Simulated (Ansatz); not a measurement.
# Calculations on Si2H5Cl

## 1. Relaxation

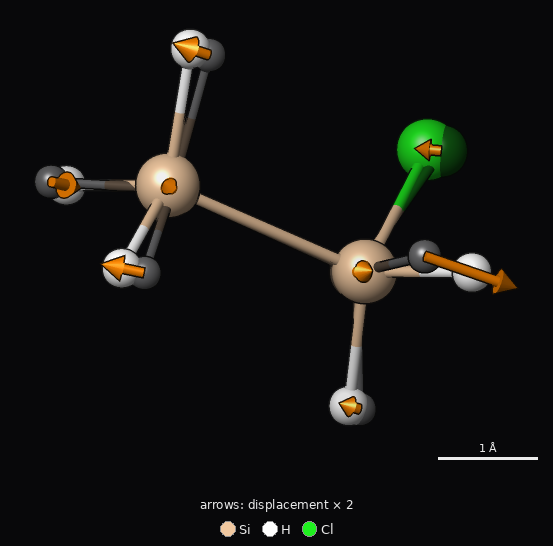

A relaxation of Si$_{2}$H$_{5}$Cl. The starting structure is drawn faded, the final one solid; orange arrows show the displacements, 2 times their true length. The two geometries are superimposed by the best rigid fit.

Style: ball-and-stick. Shown at a tilt.

The run prepares an end point of a later path (reaction) calculation, from a guessed geometry.

These are results of Ansatz, RKS B3LYP-D4/def2-SVPD, not measurements. Set-up: no spin polarisation; force threshold 0.03 eV/Å; at most 50 steps.

Which element moves most?

Hydrogen: up to 0.53 Å, against 0.14 Å for chlorine.

Describe the change and its energy.

An H atom moves most after the best rigid fit: 0.53 Å. Largest moves by element: H 0.53 Å, Cl 0.14 Å, Si 0.14 Å. Near-neighbour distances that change, for instance: Si–Si 2.242 → 2.350 Å, H–Si 1.464 → 1.488 Å, Cl–Si 2.094 → 2.109 Å. Bond angles that change, for instance: Si–Si–H 90.5° → 112.5°, Si–Si–H 119.5° → 109.5°, Si–Si–H 120.3° → 112.5°. After 5 geometry steps the energy has fallen by 6.07 kcal/mol. The largest force component goes from 1.4 to 0.0079 eV/Å.

## 2. Relaxation

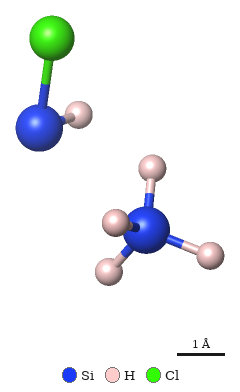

Starting structure of Si2H5Cl. A ball-and-stick model, seen from a free direction.

The run prepares an end point of a later path (reaction) calculation, from a guessed geometry.

Theory: RKS B3LYP-D4/def2-SVPD (Ansatz 0.2.0).

The input:
```yaml
crystal:
  periodic: [false, false, false]
  atoms:
    - { symbol: Si, position_ang: [-1.133437, 0.324478, 0.059441] }
    - { symbol: Si, position_ang: [1.55118, -0.099508, 2.139401] }
    - { symbol: H, position_ang: [0.518871, -0.921333, 2.823765] }
    - { symbol: H, position_ang: [2.90999, -0.606305, 2.480172] }
    - { symbol: H, position_ang: [1.421228, 1.327124, 2.531814] }
    - { symbol: H, position_ang: [1.387785, -0.226187, 0.679339] }
    - { symbol: Cl, position_ang: [-0.635832, 1.686782, -1.497815] }
    - { symbol: H, position_ang: [-0.813086, -0.93835, -0.745318] }
basis:
  gaussian: { orbitals: def2-SVPD }
hamiltonian:
  xc: b3lyp
  dispersion: d4
relax:
  f_tol: 0.03
  max_steps: 50
```

Command:
```bash
ansatz run input.yaml --threads 4 --pin off --max-ram 5120MiB --backend cpu --events-out ev --progress --plain --runs-dir out
```

Question: Where does the relaxation end?

Answer: After 13 accepted moves (16 points after the start) the energy has fallen by 0.091 eV. The largest force component goes from 0.48 to 0.026 eV/Å. The line search rejected the trial steps at points 9, 10, 13 of the run. The forces were under the threshold at step 11, but the run went on from there. The largest move after the best rigid fit is that of H6, 0.68 Å. By element the largest moves are H 0.68 Å, Cl 0.67 Å, Si 0.18 Å. Near-neighbour distances that change, for instance: Si1–H6 2.654 → 2.021 Å, Si1–Si2 3.422 → 3.165 Å, Si2–H6 1.475 → 1.518 Å, Si1–Cl7 2.128 → 2.153 Å. Bond angles that change, for instance: H3–Si2–H6 109.4° → 107.2°, H4–Si2–H6 107.4° → 105.2°. The run took 21 s on 4 threads of Arm Neoverse V2 (shared host), peak memory 0.26 GiB.

Step by step:

```json
{"step": "0", "E − E(0), eV": "0.0000", "largest force component, eV/Å": "0.4842", "note": ""}
{"step": "1", "E − E(0), eV": "-0.0320", "largest force component, eV/Å": "0.4177", "note": ""}
{"step": "2", "E − E(0), eV": "-0.0504", "largest force component, eV/Å": "0.3468", "note": ""}
{"step": "3", "E − E(0), eV": "-0.0672", "largest force component, eV/Å": "0.1360", "note": ""}
{"step": "4", "E − E(0), eV": "-0.0712", "largest force component, eV/Å": "0.0646", "note": ""}
{"step": "5", "E − E(0), eV": "-0.0780", "largest force component, eV/Å": "0.0537", "note": ""}
{"step": "6", "E − E(0), eV": "-0.0814", "largest force component, eV/Å": "0.0813", "note": ""}
{"step": "7", "E − E(0), eV": "-0.0831", "largest force component, eV/Å": "0.0453", "note": ""}
{"step": "8", "E − E(0), eV": "-0.0862", "largest force component, eV/Å": "0.0663", "note": ""}
{"step": "9", "E − E(0), eV": "-0.0845", "largest force component, eV/Å": "0.1953", "note": "rejected"}
{"step": "10", "E − E(0), eV": "-0.0828", "largest force component, eV/Å": "0.1969", "note": "rejected"}
{"step": "11", "E − E(0), eV": "-0.0879", "largest force component, eV/Å": "0.0188", "note": ""}
{"step": "12", "E − E(0), eV": "-0.0895", "largest force component, eV/Å": "0.0582", "note": ""}
{"step": "13", "E − E(0), eV": "-0.0894", "largest force component, eV/Å": "0.1138", "note": "rejected"}
{"step": "14", "E − E(0), eV": "-0.0904", "largest force component, eV/Å": "0.0335", "note": ""}
{"step": "15", "E − E(0), eV": "-0.0909", "largest force component, eV/Å": "0.0357", "note": ""}
{"step": "16", "E − E(0), eV": "-0.0911", "largest force component, eV/Å": "0.0262", "note": ""}
```

Final geometry:

```xyz
8

Si   -1.0240    0.1784    0.0812
Si    1.3984   -0.0708    2.1028
H     0.7335   -0.8600    3.1692
H     2.8329   -0.4393    1.9655
H     1.2254    1.3868    2.2995
H     0.7573   -0.4673    0.7850
Cl   -0.1257    1.7641   -1.0650
H    -0.5911   -0.9452   -0.8675
```

After the run, drawn alike:

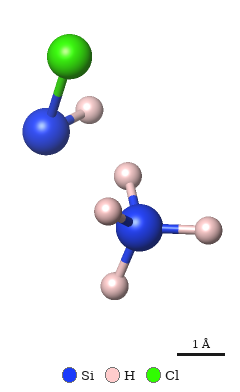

Limits of the set-up: the start holds two separate molecules, 2.7 Å apart at their closest, whose relative position is a soft coordinate.

## 3. Path

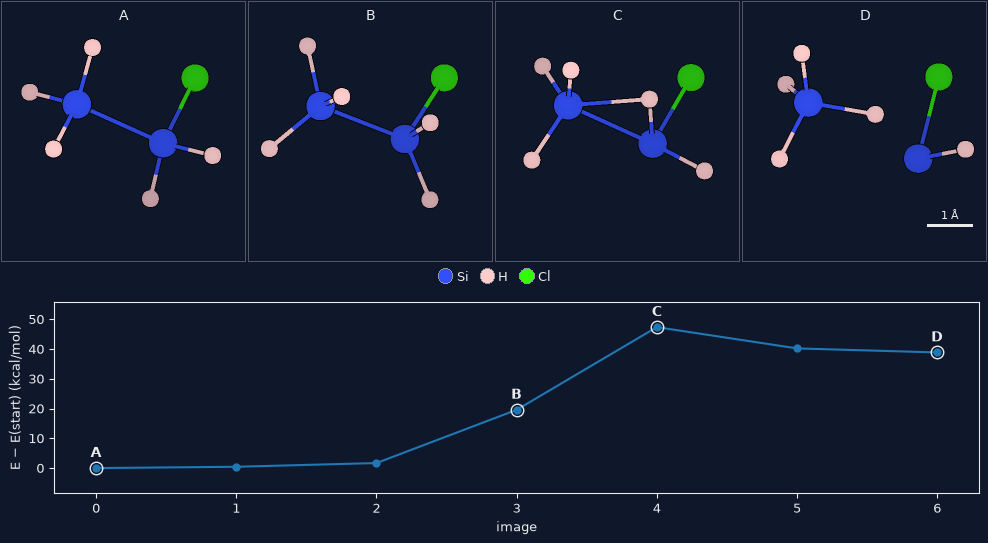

A nudged-elastic-band calculation for Si2H5Cl. Images are numbered from 0 (start) to 6 (end). Frames A to D are images 0, 3, 4, 6. A ball-and-stick model, seen at a tilt.

Computed with RKS B3LYP-D4/def2-SVPD (Ansatz 0.2.0). Set-up: 5 movable images; climbing image; force threshold 0.05 eV/Å; iteration limit 60; starting path through a guess of the saddle point.

> What happens along the path, and what is the barrier?

Forward barrier 47.4 kcal/mol, backward barrier 8.5 kcal/mol, with image 4 at the top; the reaction energy is +38.9 kcal/mol. Breaking: H–Si (1.49 → 2.02 Å), Si–Si (2.35 → 3.17 Å). Forming: H–Si (3.23 → 1.52 Å). The band converged in 9 iterations. The largest component of the band force went from 6.3 to 0.039 eV/Å. The climbing image converged on the top of the path. Its vibrational analysis gives 2 imaginary modes over 30i cm⁻¹, so it isn't confirmed as a transition state.

The run took 59 s on 4 threads of Arm Neoverse V2, on a shared host, peak memory 0.26 GiB.
